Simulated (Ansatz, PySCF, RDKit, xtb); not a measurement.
# BSiH3ClF: a search for the lowest isomer, part 2 of 2

Task: start from the formula BSiH3ClF, draw up candidate structures, narrow them down in stages, and characterise the one that lies lowest at 298.15 K.

xtb, Ansatz and PySCF; isolated molecules.

## 12. The ranking

Energies in kcal/mol from c620a; G adds the thermal terms to the CCSD(T)/def2-TZVP energy. The columns left of the relaxed level are at the tight-binding geometries.

```
label        SMILES     spin  GFN2-xTB  HF/STO-3G  r2SCAN-D4/def2-SVP  PBE0-D3(BJ)/def2-SVP  HF/def2-TZVP  MP2/def2-TZVP  CCSD(T)/def2-TZVP    G  share at equilibrium     T1
c620a  FB([SiH3])Cl  singlet       0.0        0.0                 0.0                   0.0           0.0            0.0                0.0  0.0                99.8 %  0.014
c803a    FB[SiH2]Cl  singlet      -9.2       -0.5                 9.1                   7.7           0.8            3.9                4.2  3.8                 0.2 %  0.013
c975a    FB[SiH2]Cl  singlet      -8.5       -0.4                 9.8                   7.6           1.0            3.9                4.2  5.1               < 0.1 %  0.013
```

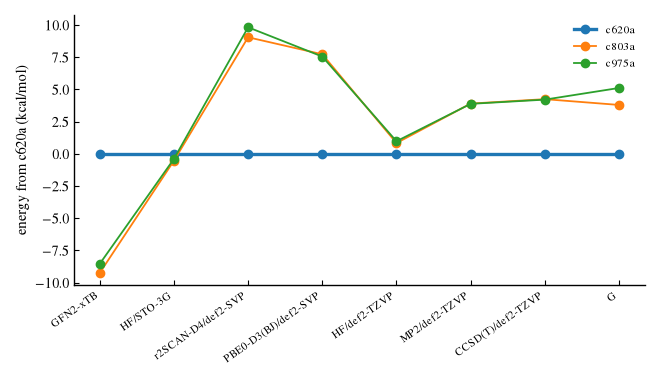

The finalists at each level, measured from c620a.

Lowest found: c620a, `FB([SiH3])Cl`, a singlet of point group Cs. Bond lengths: B1–Cl2 1.758 Å, B1–F3 1.317 Å, B1–Si4 2.030 Å, Si4–H5 1.495 Å, Si4–H6 1.495 Å, Si4–H7 1.494 Å. Angles: Cl2–B1–F3 116.9°, Cl2–B1–Si4 119.9°, F3–B1–Si4 123.2°, B1–Si4–H5 108.9°, B1–Si4–H6 108.9°, B1–Si4–H7 112.1°, H5–Si4–H6 108.2°, H5–Si4–H7 109.3°, H6–Si4–H7 109.3°.

```xyz
7

B    -1.7932    1.7477    2.1433
Cl   -1.5600    1.0785    3.7522
F    -2.7492    2.6418    2.0019
Si   -0.6121    1.1330    0.6106
H    -0.7632   -0.3457    0.4464
H     0.8145    1.4223    0.9531
H    -0.9593    1.8111   -0.6742
```

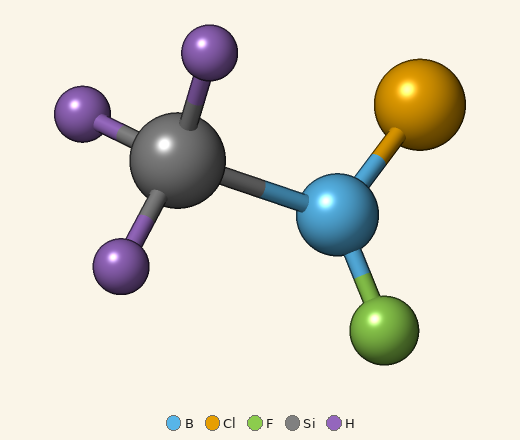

The lowest structure found, seen from a chosen angle (boron blue, chlorine amber, fluorine green, silicon grey, hydrogen purple).

## 13. Density, orbitals and dipole (PBE0/def2-TZVPD)

Contents of input.yaml:

```yaml
crystal:
  periodic: [false, false, false]
  atoms:
    - {symbol: B, position_ang: [-1.793155, 1.747713, 2.143310]}
    - {symbol: Cl, position_ang: [-1.560028, 1.078500, 3.752183]}
    - {symbol: F, position_ang: [-2.749210, 2.641825, 2.001859]}
    - {symbol: Si, position_ang: [-0.612129, 1.133006, 0.610602]}
    - {symbol: H, position_ang: [-0.763185, -0.345654, 0.446391]}
    - {symbol: H, position_ang: [0.814479, 1.422324, 0.953069]}
    - {symbol: H, position_ang: [-0.959343, 1.811118, -0.674202]}
basis:
  gaussian:
    orbitals: def2-TZVPD
hamiltonian:
  xc: pbe0
output:
  forces: true
  orbitals: {seedname: orbitals}
```

Launch:

```sh
ansatz run input.yaml --threads 1 --pin off --max-ram 2610MiB --events-out events.jsonl --progress --plain --runs-dir runs
```

Output (excerpt; [...] marks lines left out):

```text
Warning: RAYON_NUM_THREADS=1 ignored (pool sized by the plan → 1); use --threads N
Functional definition: PBE0
  name "PBE0"
[...]
1119 factors; their error is unknown
[...]
mean field -23835.58034862 eV, -875.9414214752 hartree, gradient 7.9e-5 eV, S^2 0.000000; 0 other end points of the search recorded, 0 dependent functions left out
[...]
reference -23835.58039419 eV, -875.9414231497 hartree; 24, 24 occupied and 169, 169 virtual orbitals, 1119 factors
[...]
Atom 2 at    -2.749210     2.641825     2.001859 Å, force     0.025832    -0.023734     0.001246 eV/Å
Atom 3 at    -0.612129     1.133006     0.610602 Å, force     0.103188    -0.057214    -0.122726 eV/Å
Atom 4 at    -0.763185    -0.345654     0.446391 Å, force     0.001274     0.144986     0.023752 eV/Å
Atom 5 at     0.814479     1.422324     0.953069 Å, force    -0.143903    -0.017832    -0.022767 eV/Å
Atom 6 at    -0.959343     1.811118    -0.674202 Å, force     0.022935    -0.057164     0.127664 eV/Å
Dipole moment:     0.087709    -0.044601    -0.117704 e Å
```

Run time: 24 s. Hardware: 1 thread of AMD EPYC (Zen 3), shared host; peak memory 0.43 GiB.

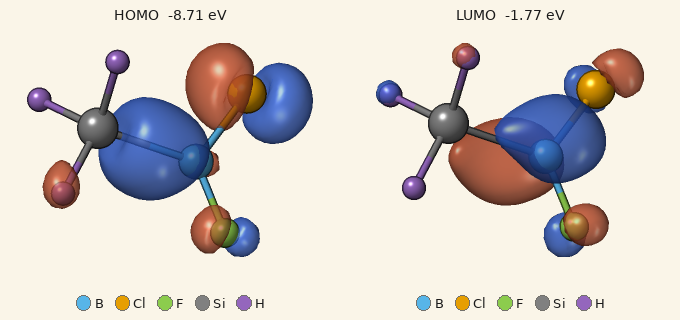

Frontier orbitals of this run, surfaces at ±0.2 Å^-3/2.

## 14. Frequencies after a tight-binding relaxation (GFN2-xTB)

Contents of start.xyz:

```xyz
7
c620a
B     -1.793155     1.747713     2.143310
Cl    -1.560028     1.078500     3.752183
F     -2.749210     2.641825     2.001859
Si    -0.612129     1.133006     0.610602
H     -0.763185    -0.345654     0.446391
H      0.814479     1.422324     0.953069
H     -0.959343     1.811118    -0.674202
```

Launch:

```sh
xtb start.xyz --gfn 2 --ohess tight
```

Output (excerpt; [...] marks lines left out):

```text
[...]
         ::                     SUMMARY                     ::
         :::::::::::::::::::::::::::::::::::::::::::::::::::::
         :: total energy             -13.835805584184 Eh    ::
         :: gradient norm              0.000015681028 Eh/a0 ::
         :: HOMO-LUMO gap              3.325896513044 eV    ::
         ::.................................................::
         :: SCC energy               -13.891228498333 Eh    ::
         :: -> isotropic ES            0.047152655860 Eh    ::
         :: -> anisotropic ES          0.001799808721 Eh    ::
         :: -> anisotropic XC         -0.001310071952 Eh    ::
         :: -> dispersion             -0.003760362073 Eh    ::
         :: repulsion energy           0.055422914149 Eh    ::
         :: add. restraining           0.000000000000 Eh    ::
         :: total charge              -0.000000000000 e     ::
         :::::::::::::::::::::::::::::::::::::::::::::::::::::
[...]
          | TOTAL ENERGY              -13.835805584193 Eh   |
          | TOTAL ENTHALPY            -13.798001045407 Eh   |
          | TOTAL FREE ENERGY         -13.835974592249 Eh   |
          | GRADIENT NORM               0.000015947841 Eh/α |
[...]
```

Run time: 0.85 s. Hardware: 1 thread of AMD EPYC (Zen 3), shared host; peak memory 0.44 GiB.

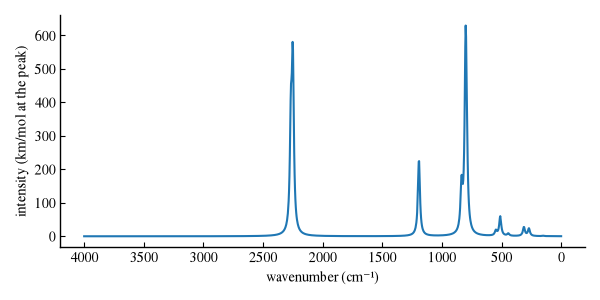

Harmonic infrared spectrum, unscaled, lines broadened by 10 cm⁻¹.

## 15. Electronic excitations (TD-CAM-B3LYP/def2-SVPD)

An in-house driver calls PySCF's response routines at TD-CAM-B3LYP/def2-SVPD; it has no typed input.

Output:

```text
coarse grid: 7280 points
cycle   1  E = -875.7792332716  dE =  1.744e-01  |g| = 4.791e-01  |ddm| = 2.821e+00
cycle   2  E = -875.7645203976  dE =  1.471e-02  |g| = 6.252e-01  |ddm| = 9.540e-01
cycle   3  E = -875.8315172333  dE = -6.700e-02  |g| = 4.691e-02  |ddm| = 4.840e-01
cycle   4  E = -875.8319616634  dE = -4.444e-04  |g| = 2.417e-02  |ddm| = 1.056e-01
cycle   5  E = -875.8321204320  dE = -1.588e-04  |g| = 2.567e-03  |ddm| = 3.732e-02
cycle   6  E = -875.8321228355  dE = -2.404e-06  |g| = 4.608e-04  |ddm| = 6.399e-03
final grid: 62600 points
cycle   7  E = -875.9303590590  dE = -1.714e-05  |g| = 1.515e-03  |ddm| = 2.670e-02
cycle   8  E = -875.9303592394  dE = -1.804e-07  |g| = 1.316e-03  |ddm| = 3.027e-03
cycle   9  E = -875.9303595409  dE = -3.016e-07  |g| = 3.247e-04  |ddm| = 1.317e-03
cycle  10  E = -875.9303595567  dE = -1.580e-08  |g| = 8.283e-05  |ddm| = 3.255e-04
cycle  11  E = -875.9303595582  dE = -1.513e-09  |g| = 9.332e-06  |ddm| = 1.064e-04
cycle  12  E = -875.9303595583  dE = -3.138e-11  |g| = 4.300e-06  |ddm| = 2.306e-05
converged SCF energy = -875.9303595583

Static polarisability (au): isotropic 57.392, principal 48.501 54.764 68.913

Singlet excitations
state   eV       nm        f      main configurations
  1   5.6015    221.3   0.01110   H->L 0.97
  2   6.7436    183.9   0.00298   H-1->L 0.69, H-3->L 0.28
  3   7.3740    168.1   0.09059   H-2->L 0.84, H-4->L 0.10
  4   7.5557    164.1   0.00954   H-3->L 0.69, H-1->L 0.28
  5   7.8592    157.8   0.00717   H-4->L 0.48, H->L+1 0.26, H-2->L 0.10
  6   7.9518    155.9   0.08103   H->L+1 0.63, H-4->L 0.29
  7   8.4290    147.1   0.18232   H->L+2 0.62, H->L+3 0.08
  8   8.9658    138.3   0.00191   H->L+5 0.80

Triplet excitations (Tamm-Dancoff, eV): 4.6613 6.4468 6.4885
```

Run time: 23 s. Hardware: 1 thread of AMD EPYC (Zen 3), shared host; peak memory 0.44 GiB.

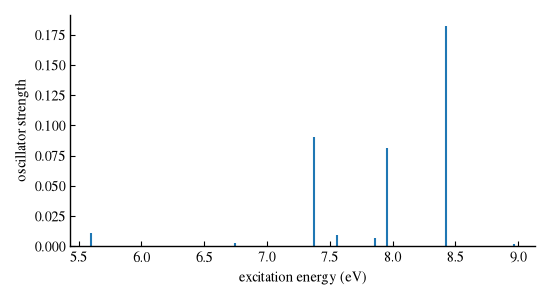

Vertical excitations as sticks.

The roots found:

```
excited state  energy (eV)  strength
            1        5.601    0.0111
            2        6.744    0.0030
            3        7.374    0.0906
            4        7.556    0.0095
            5        7.859    0.0072
            6        7.952    0.0810
            7        8.429    0.1823
            8        8.966    0.0019
```

## 16. NMR shieldings (GIAO PBE0/pcSseg-1)

An in-house driver calls PySCF's response routines at GIAO PBE0/pcSseg-1; it has no typed input.

Output:

```text
coarse grid: 7280 points
cycle   1  E = -875.7624384727  dE =  1.785e-01  |g| = 4.457e-01  |ddm| = 2.283e+00
cycle   2  E = -875.7190999207  dE =  4.334e-02  |g| = 7.051e-01  |ddm| = 6.534e-01
cycle   3  E = -875.7983275661  dE = -7.923e-02  |g| = 4.229e-02  |ddm| = 3.939e-01
cycle   4  E = -875.7986098817  dE = -2.823e-04  |g| = 2.434e-02  |ddm| = 6.176e-02
cycle   5  E = -875.7987412512  dE = -1.314e-04  |g| = 2.984e-03  |ddm| = 2.382e-02
cycle   6  E = -875.7987434839  dE = -2.233e-06  |g| = 1.058e-03  |ddm| = 4.162e-03
final grid: 62600 points
cycle   7  E = -875.8242302678  dE = -2.918e-05  |g| = 2.524e-03  |ddm| = 1.103e-02
cycle   8  E = -875.8242305375  dE = -2.698e-07  |g| = 1.583e-03  |ddm| = 3.104e-03
cycle   9  E = -875.8242308196  dE = -2.821e-07  |g| = 5.989e-04  |ddm| = 1.482e-03
cycle  10  E = -875.8242308704  dE = -5.080e-08  |g| = 9.332e-05  |ddm| = 3.252e-04
cycle  11  E = -875.8242308722  dE = -1.762e-09  |g| = 2.375e-05  |ddm| = 1.215e-04
cycle  12  E = -875.8242308723  dE = -1.205e-10  |g| = 7.766e-06  |ddm| = 2.867e-05
converged SCF energy = -875.8242308723

GIAO shielding tensors (ppm)
atom      isotropic    diamagn.    paramagn.     s11        s22        s33       span
  0 B       46.921     198.388    -151.467     -3.573     63.113     81.223     84.796
  1 Cl     644.508    1147.414    -502.906    244.561    809.333    879.631    635.070
  2 F      128.387     462.544    -334.157    -81.871     75.579    391.452    473.323
  3 Si     459.337     880.104    -420.767    441.629    456.038    480.343     38.715
  4 H       27.601      29.052      -1.451     24.540     26.185     32.079      7.539
  5 H       27.601      28.695      -1.094     24.540     26.185     32.079      7.539
  6 H       27.840      28.953      -1.113     24.379     25.780     33.362      8.983
```

Run time: 12 s. Hardware: 1 thread of AMD EPYC (Zen 3), shared host; peak memory 0.44 GiB.

Isotropic shieldings, averaged over atoms that the bond graph makes equivalent (absolute, not shifts):

```
     atoms  shielding (ppm)
        B1             46.9
       Cl2            644.5
        F3            128.4
       Si4            459.3
H5, H6, H7            27.68
```

## 17. The cation at the same geometry (PBE0/def2-TZVPD)

Edit input.yaml of step 13 so:

```diff
@@ -13,6 +13,7 @@
     orbitals: def2-TZVPD
+total_charge: 1
+magnetization:
+  spin_polarized: true
+  initial_magnetization: 1
 hamiltonian:
-  xc: pbe0
-output:
-  forces: true
-  orbitals: {seedname: orbitals}
+  xc: {name: PBE0}
```

Launch:

```sh
ansatz run input.yaml --threads 1 --pin off --max-ram 2610MiB --events-out events.jsonl --progress --plain --runs-dir runs
```

Output (excerpt; [...] marks lines left out):

```text
Warning: RAYON_NUM_THREADS=1 ignored (pool sized by the plan → 1); use --threads N
[... 2 set-up lines as earlier in the session ...]
[...]
1119 factors; their error is unknown
[...]
mean field -23824.73688399 eV, -875.5429315001 hartree, gradient 5.8e-5 eV, S^2 0.755596; 4 other end points of the search recorded, 0 dependent functions left out
reference -23824.73692431 eV, -875.5429329815 hartree; 24, 23 occupied and 169, 170 virtual orbitals, 1119 factors
Total energy: -23824.73692431 eV, -875.5429329815 hartree
```

Run time: 44 s. Hardware: 1 thread of AMD EPYC (Zen 3), shared host; peak memory 0.52 GiB.

Difference from the parent: 10.84 eV.

## 18. The anion at the same geometry (PBE0/def2-TZVPD)

Edit input.yaml of step 17 so:

```diff
@@ -11,9 +11,6 @@
 basis:
-  gaussian:
-    orbitals: def2-TZVPD
-total_charge: 1
-magnetization:
-  spin_polarized: true
-  initial_magnetization: 1
-hamiltonian:
-  xc: {name: PBE0}
+  gaussian: {orbitals: def2-TZVPD}
+total_charge: -1
+magnetization: {spin_polarized: true, initial_magnetization: 1}
+hamiltonian: {xc: pbe0}
+scf: {lower_state_search: "off"}
```

Launch:

```sh
ansatz run input.yaml --threads 1 --pin off --max-ram 2610MiB --events-out events.jsonl --progress --plain --runs-dir runs
```

Output (excerpt; [...] marks lines left out):

```text
Warning: RAYON_NUM_THREADS=1 ignored (pool sized by the plan → 1); use --threads N
[... 2 set-up lines as earlier in the session ...]
[...]
1119 factors; their error is unknown
[...]
mean field -23835.53208624 eV, -875.9396478655 hartree, gradient 6.4e-6 eV, S^2 0.755171; 0 other end points of the search recorded, 0 dependent functions left out
reference -23835.53213324 eV, -875.9396495925 hartree; 25, 24 occupied and 168, 169 virtual orbitals, 1119 factors
Total energy: -23835.53213324 eV, -875.9396495925 hartree
Checks for a lower state left out: stability, starts, cluster_reference, orbital_swaps, neighbouring_geometries, increment
```

It took 21 s on 1 thread of AMD EPYC (Zen 3), shared host; peak memory 0.47 GiB.

Parent less the species with the added electron: -0.05 eV. The extra electron isn't bound at this geometry, so the number measures the basis, not the molecule.

## 19. The triplet at the same geometry (PBE0/def2-TZVPD)

Edit input.yaml of step 18 so:

```diff
@@ -12,5 +12,4 @@
   gaussian: {orbitals: def2-TZVPD}
-total_charge: -1
-magnetization: {spin_polarized: true, initial_magnetization: 1}
+total_charge: 0
+magnetization: {spin_polarized: true, initial_magnetization: 2}
 hamiltonian: {xc: pbe0}
-scf: {lower_state_search: "off"}
```

Launch:

```sh
ansatz run input.yaml --threads 1 --pin off --max-ram 2610MiB --events-out events.jsonl --progress --plain --runs-dir runs
```

Output (excerpt; [...] marks lines left out):

```text
Warning: RAYON_NUM_THREADS=1 ignored (pool sized by the plan → 1); use --threads N
[... 2 set-up lines as earlier in the session ...]
[...]
1119 factors; their error is unknown
[...]
mean field -23831.11785114 eV, -875.7774277175 hartree, gradient 7.2e-5 eV, S^2 2.005888; 0 other end points of the search recorded, 0 dependent functions left out
reference -23831.11790031 eV, -875.7774295246 hartree; 25, 23 occupied and 168, 170 virtual orbitals, 1119 factors
Total energy: -23831.11790031 eV, -875.7774295246 hartree
```

Wall time 36 s (1 thread of AMD EPYC (Zen 3), shared host); peak memory 0.52 GiB.

It lies 4.46 eV above the singlet.

## 20. Stability of the closed-shell solution (PBE0/def2-SVP)

Contents of input.py:

```python
from pyscf import gto, dft

system = gto.Mole()
system.atom = [
    ('B', (-1.793155, 1.747713, 2.143310)),
    ('Cl', (-1.560028, 1.078500, 3.752183)),
    ('F', (-2.749210, 2.641825, 2.001859)),
    ('Si', (-0.612129, 1.133006, 0.610602)),
    ('H', (-0.763185, -0.345654, 0.446391)),
    ('H', (0.814479, 1.422324, 0.953069)),
    ('H', (-0.959343, 1.811118, -0.674202)),
]
system.verbose = 3
system.max_memory = 1860
system.basis = 'def2-svp'
system.build()

mf = dft.RKS(system, xc='pbe0')
mf = mf.density_fit(auxbasis='def2-universal-jkfit')
mf.grids.level = 3
mf.max_cycle = 100
mf.kernel()
if not mf.converged:
    mf = mf.newton().run(mf.mo_coeff, mf.mo_occ)

energy = mf.e_tot
print('E(%s) = %.9f' % ('PBE0', energy))
mo_i, mo_e, stable_i, stable_e = mf.stability(internal=True, external=True, return_status=True)
print('stable: internal', stable_i, 'external', stable_e)
```

Launch:

```sh
OMP_NUM_THREADS=1 python input.py
```

Output:

```text
converged SCF energy = -875.53326051251
E(PBE0) = -875.533260513
<class 'pyscf.df.df_jk.DFRKS'> wavefunction is stable in the internal stability analysis
<class 'pyscf.df.df_jk.DFRKS'> wavefunction is stable in the real -> complex stability analysis
<class 'pyscf.df.df_jk.DFRKS'> wavefunction is stable in the RHF/RKS -> UHF/UKS stability analysis
stable: internal True external True
```

Run time: 1.9 min. Hardware: 1 thread of AMD EPYC (Zen 3), shared host; peak memory 0.46 GiB.

## 21. Summary of results

The summary covers parts 1 to 2.

| quantity | value |
| --- | --- |
| lowest structure found | FB([SiH3])Cl, singlet, Cs |
| next finalist | FB[SiH2]Cl, singlet, 3.8 kcal/mol higher in G |
| share at equilibrium, among the finalists | 99.8 % |
| funnel | 15 starts, 12 minima at GFN2-xTB, 12 screening runs, 6 relaxed, 3 ranked |
| CPU time of all runs | 40 min |
| harmonic wavenumbers, lowest and highest (PBE0-D3(BJ)/def2-SVP) | 50 and 2243 cm⁻¹ |
| rotational constants, same geometry | 0.2038, 0.08947, 0.06356 cm⁻¹ |
| dipole moment (PBE0/def2-TZVPD) | 0.74 D |
| HOMO energy (PBE0/def2-TZVPD) | -8.71 eV |
| LUMO energy (PBE0/def2-TZVPD) | -1.77 eV |
| HOMO–LUMO gap (PBE0/def2-TZVPD) | 6.94 eV |
| lowest excitation (TD-CAM-B3LYP/def2-SVPD) | 5.60 eV (f = 0.011) |
| strongest of the states computed, same level | 8.43 eV (f = 0.182) |
| lowest triplet excitation, same level, Tamm-Dancoff | 4.66 eV |
| vertical ionisation energy | 10.84 eV |
| vertical electron affinity | -0.05 eV (unbound: the value depends on the basis) |
| vertical triplet less singlet | +4.46 eV |

What this shows: The search ends on `FB([SiH3])Cl`. The margin, 3.8 kcal/mol, is modest. r2SCAN-D4/def2-SVP, PBE0-D3(BJ)/def2-SVP, HF/def2-TZVP and MP2/def2-TZVP already put its bonding pattern lowest among the structures in one piece; GFN2-xTB favours the singlet [F][SiH]1[BH2][Cl]1 ‡ (c562, not a finalist); HF/STO-3G favours the singlet FB[SiH2]Cl. The largest share of the time went into the vibrations (26 %). Lowest found is not proven lowest: the search is finite, and each finalist counts with one conformer. Patterns outside the rules of the enumeration were met only by chance. The lowest isomer need not be the one that is made and kept in a bottle, which depends on barriers.

‡ marks the bonded skeleton alone, with all bonds drawn single: no Lewis structure was assigned that passes a check against the bond lengths.
